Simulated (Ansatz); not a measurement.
# C₃H₁₀BN: up Jacob's ladder to CCSD(T)

How much do the methods differ for C₃H₁₀BN? The plan is to run it at one geometry with functionals of several rungs and with coupled cluster, and see how far each lands from CCSD(T) at the basis-set limit for the atomisation energy.

Computed with Ansatz 0.2.0, Gaussian basis. Level: functionals in def2-TZVPP, the program's frozen cores in correlated methods.

The runs, in order: LDA (SPW92), PBE-D4, revPBE-D4, BLYP-D4, r2SCAN-D4, B97M-V, PBE0-D4, B3LYP-D4, r2SCANh-D4, r2SCAN0-D4, HSE06-D4, BHLYP-D4, CAM-B3LYP-D4, LC-ωPBE, ωB97X-V, ωB97M-V, B2PLYP, PBE-QIDH; CCSD(T)/def2-SVP; CCSD(T)/def2-TZVPP; MP2/def2-QZVPP; extrapolation to the limit; RPA on PBE.

## (1) Structure used throughout

All runs share one geometry, relaxed beforehand with PBE0-D4 in a triple-zeta def2 set.

SMILES `CCB(C)N`, 15 atoms, charge 0, spin multiplicity 1.

Atoms are counted from 1 here; the program's logs count them from 0.

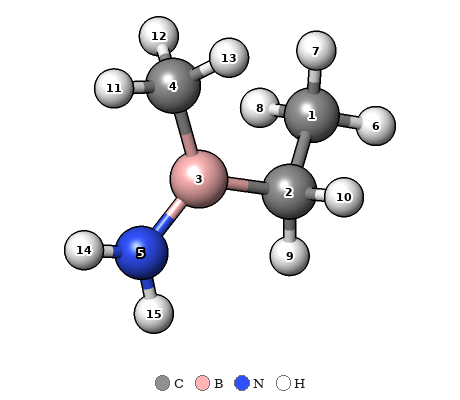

The geometry (carbon grey, boron pink, nitrogen blue, hydrogen white); atoms are numbered from 1 in the order of the file.

## (2) LDA

This LDA is Slater exchange with PW92 correlation.

The input, in.yaml:

```yaml
crystal:
  periodic: [false, false, false]
  atoms:
    - {symbol: C, position_ang: [-1.711878, 0.570833, 0.623965]}
    - {symbol: C, position_ang: [-0.400192, 1.044954, 0.002105]}
    - {symbol: B, position_ang: [0.618874, -0.108766, -0.365856]}
    - {symbol: C, position_ang: [0.884803, -1.313615, 0.616801]}
    - {symbol: N, position_ang: [1.305757, -0.047389, -1.582131]}
    - {symbol: H, position_ang: [-2.363909, 1.406945, 0.889777]}
    - {symbol: H, position_ang: [-1.534453, -0.008046, 1.533898]}
    - {symbol: H, position_ang: [-2.269385, -0.071850, -0.063478]}
    - {symbol: H, position_ang: [-0.609965, 1.676950, -0.869520]}
    - {symbol: H, position_ang: [0.110749, 1.702478, 0.720499]}
    - {symbol: H, position_ang: [1.710539, -1.961955, 0.311172]}
    - {symbol: H, position_ang: [-0.010768, -1.940046, 0.697803]}
    - {symbol: H, position_ang: [1.091690, -0.960794, 1.632624]}
    - {symbol: H, position_ang: [1.991176, -0.727610, -1.863383]}
    - {symbol: H, position_ang: [1.165260, 0.687112, -2.254874]}
basis:
  gaussian: {orbitals: def2-TZVPP}
hamiltonian: {xc: lda}
output: {orbitals: {seedname: orbitals}}
```

The run is started by

```sh
> ansatz run in.yaml --threads 4 --pin off --events-out ev --progress --plain --max-ram 10444MiB
```

Further steps of the session: PBE-D4 (GGA); revPBE-D4 (GGA); BLYP-D4 (GGA); r2SCAN-D4 (meta-GGA); B97M-V (meta-GGA); PBE0-D4 (hybrid); B3LYP-D4 (hybrid); r2SCANh-D4 (hybrid); r2SCAN0-D4 (hybrid); HSE06-D4 (hybrid); BHLYP-D4 (hybrid); CAM-B3LYP-D4 (range-separated); LC-ωPBE (range-separated); ωB97X-V (range-separated); ωB97M-V (range-separated); B2PLYP (double hybrid); PBE-QIDH (double hybrid); CCSD(T) in def2-SVP; CCSD(T) in def2-TZVPP; MP2 in def2-QZVPP; RPA on PBE orbitals.

Q: Predict the results of all the runs planned. Wanted: atomisation energy, CCSD(T)/CBS; farthest beyond LDA; mean size of error, GGA; mean size of error, meta-GGA; mean size of error, hybrid; mean size of error, range-separated; mean size of error, double hybrid; gap, smallest and largest; T1 diagnostic.

The runs gave:

```
                               quantity                                                                              value
        atomisation energy, CCSD(T)/CBS                                                                      5865.0 kJ/mol
 functionals within 29.3 kJ/mol (0.5 %)  revPBE-D4, BLYP-D4, r2SCAN-D4, r2SCANh-D4, r2SCAN0-D4, LC-ωPBE, ωB97X-V, PBE-QIDH
                    farthest beyond LDA                                                             PBE-D4 (+114.7 kJ/mol)
                mean size of error, GGA                                                                        43.4 kJ/mol
           mean size of error, meta-GGA                                                                        26.7 kJ/mol
             mean size of error, hybrid                                                                        42.6 kJ/mol
    mean size of error, range-separated                                                                        31.5 kJ/mol
      mean size of error, double hybrid                                                                        17.9 kJ/mol
              gap, smallest and largest                                          6.58 eV (LDA (SPW92)), 13.63 eV (LC-ωPBE)
                          T1 diagnostic                                                                             0.0102
triples share of the correlation energy                                                                              3.7 %
```

The LDA atomisation energy is off by 773.7 kJ/mol (13 %): it overbinds. PBE-D4 misses by +114.7 kJ/mol. Double hybrids carry the basis error of their MP2 part in triple zeta, and no dispersion term here, so their miss is partly the set-up's. The rungs double hybrid, meta-GGA miss on average by less than the doubt on the reference (29.3 kJ/mol), so they tie. Misses under about 29.3 kJ/mol are within the doubt on the reference itself, which lacks core-valence correlation, relativity and higher excitations. Hartree-Fock recovers 76 % of the binding; the rest is correlation. CCSD(T) in def2-SVP is off by -239.2 kJ/mol, so the small basis spoils what the method gains. The gap grows from 6.6 to 13.6 eV across the functionals, mostly with the share of exact exchange.
